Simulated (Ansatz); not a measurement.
Input

```
crystal:
  periodic: [false, false, false]
  atoms:
    - { symbol: Si, position_ang: [0.268, 1.5521, -0.006] }
    - { symbol: "N", position_ang: [-0.4098, 0.0689, -0.3807] }
    - { symbol: C, position_ang: [-1.2553, -0.7428, 0.4271] }
    - { symbol: Si, position_ang: [0.8462, -0.989, -0.6816] }
    - { symbol: H, position_ang: [1.0558, 2.0625, -1.1692] }
    - { symbol: H, position_ang: [1.0494, 1.5429, 1.2089] }
    - { symbol: H, position_ang: [-0.8729, 2.5455, 0.1972] }
    - { symbol: H, position_ang: [-0.8174, -1.0182, 1.4175] }
    - { symbol: H, position_ang: [-1.7614, -1.5316, -0.0089] }
    - { symbol: H, position_ang: [0.3764, -2.1519, -1.4934] }
    - { symbol: H, position_ang: [1.5864, -1.3954, 0.5096] }
basis:
  gaussian:
    orbitals: cc-pVDZ
correlation:
  method: ccsd_t
output:
  orbitals: {}
```

Run with:

```sh
python energy.py
```

The fields and orbitals are those of the mean-field reference, not of the correlated method.

Computed with CCSD_T, Gaussian basis (Ansatz 0.2.0).

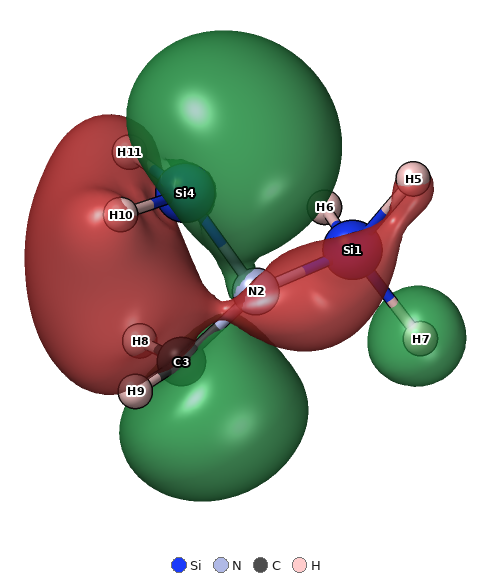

CH7NSi2. The HOMO at ±0.06 Å⁻³ᐟ² (green and red are the two phases), seen at a tilt.

Question: Describe this orbital and give its energy.

Answer: It lies mainly on Si4 (about 40 %), C3 (about 30 %) and N2 (about 10 %). Its energy is −7.37 eV.
